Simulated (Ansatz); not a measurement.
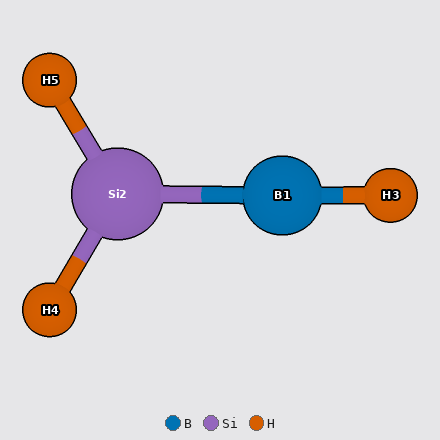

The system is BH3Si, SMILES B=[SiH2]; the picture shows the reference structure. The first coordinate is: bond length B1–Si2; the second: bond length B1–H3. Nothing is relaxed (all other coordinates rigid). Grid: 15 × 15 points. All energies are given in kJ/mol relative to the relaxed molecule at the same level. The reference is spin-restricted, which grows unreliable where a bond is stretched far. These are results of RKS r2SCAN-D4/def2-TZVP in Ansatz 0.2.0, not measurements.

Its coordinates:

```xyz
5

B     0.4303   -0.8552    0.6321
Si   -0.1693    0.4488   -0.5184
H     0.9552   -1.7867    1.1330
H    -1.5936    0.3809   -0.9210
H     0.3775    1.8123   -0.3257
```

Range: bond length B1–Si2 from 1.508 to 2.759 Å; bond length B1–H3 from 1.015 to 1.653 Å.

What landscape does the calculation give?

The lowest grid point is at bond length B1–Si2 = 1.866 Å, bond length B1–H3 = 1.198 Å, 1.1 kJ/mol from the relaxed molecule at the same level. It is the only kind of minimum in the scanned range. The highest grid point, bond length B1–Si2 = 2.759 Å, bond length B1–H3 = 1.653 Å, lies 415 kJ/mol above the lowest.

| bond length B1–H3 ↓, bond length B1–Si2 → | 1.508 | 1.598 | 1.687 | 1.776 | 1.866 | 1.955 | 2.044 | 2.134 | 2.223 | 2.313 | 2.402 | 2.491 | 2.581 | 2.670 | 2.759 |
| --- | --- | --- | --- | --- | --- | --- | --- | --- | --- | --- | --- | --- | --- | --- | --- |
| 1.653 | 345 | 235 | 173 | 144 | 139 | 149 | 171 | 199 | 231 | 265 | 299 | 332 | 363 | 391 | 416 |
| 1.607 | 327 | 216 | 154 | 125 | 120 | 131 | 152 | 181 | 213 | 248 | 282 | 315 | 347 | 376 | 401 |
| 1.562 | 308 | 198 | 136 | 107 | 102 | 113 | 135 | 164 | 196 | 231 | 266 | 299 | 331 | 361 | 387 |
| 1.516 | 290 | 180 | 118 | 89 | 84 | 95 | 117 | 146 | 179 | 214 | 249 | 283 | 316 | 346 | 373 |
| 1.471 | 273 | 163 | 101 | 72 | 67 | 79 | 101 | 130 | 163 | 198 | 234 | 268 | 301 | 332 | 359 |
| 1.425 | 257 | 146 | 84 | 56 | 51 | 63 | 85 | 115 | 148 | 183 | 219 | 254 | 287 | 318 | 346 |
| 1.380 | 242 | 132 | 70 | 41 | 37 | 48 | 71 | 100 | 134 | 170 | 206 | 241 | 275 | 306 | 334 |
| 1.334 | 229 | 118 | 56 | 28 | 24 | 35 | 58 | 88 | 122 | 158 | 194 | 229 | 263 | 295 | 324 |
| 1.289 | 218 | 108 | 46 | 17 | 13 | 25 | 48 | 78 | 112 | 148 | 184 | 220 | 255 | 287 | 316 |
| 1.243 | 210 | 99 | 38 | 9 | 5 | 17 | 40 | 70 | 104 | 141 | 178 | 214 | 249 | 281 | 311 |
| 1.198 | 206 | 95 | 33 | 5 | 1 | 13 | 36 | 67 | 101 | 138 | 175 | 211 | 246 | 279 | 309 |
| 1.152 | 206 | 96 | 34 | 6 | 2 | 14 | 37 | 68 | 103 | 140 | 177 | 213 | 249 | 282 | 312 |
| 1.106 | 213 | 102 | 41 | 13 | 9 | 21 | 44 | 75 | 110 | 147 | 185 | 221 | 257 | 290 | 321 |
| 1.061 | 226 | 116 | 54 | 27 | 23 | 35 | 59 | 90 | 125 | 162 | 200 | 236 | 272 | 306 | 337 |
| 1.015 | 249 | 139 | 78 | 50 | 46 | 59 | 83 | 114 | 149 | 187 | 224 | 261 | 298 | 331 | 362 |

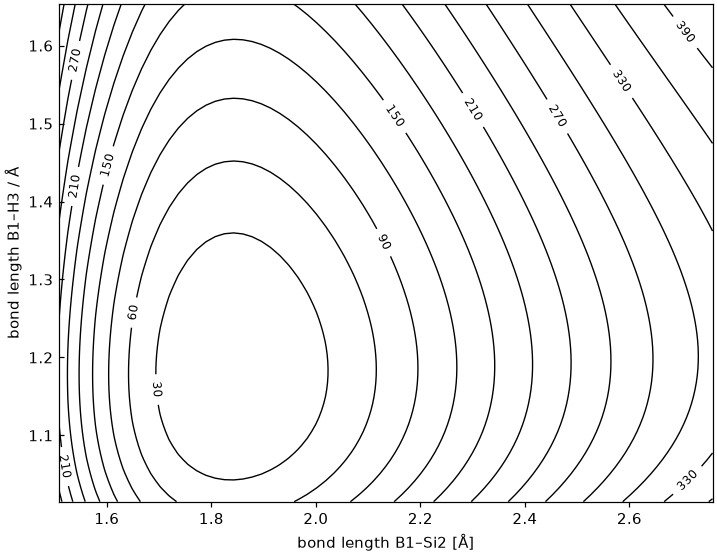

In the figure: contour lines labelled in kJ/mol. Between grid points the surface is interpolated.

The whole map (225 points run) took 9 min on 1 thread of Arm Neoverse V2, with other jobs on the host.
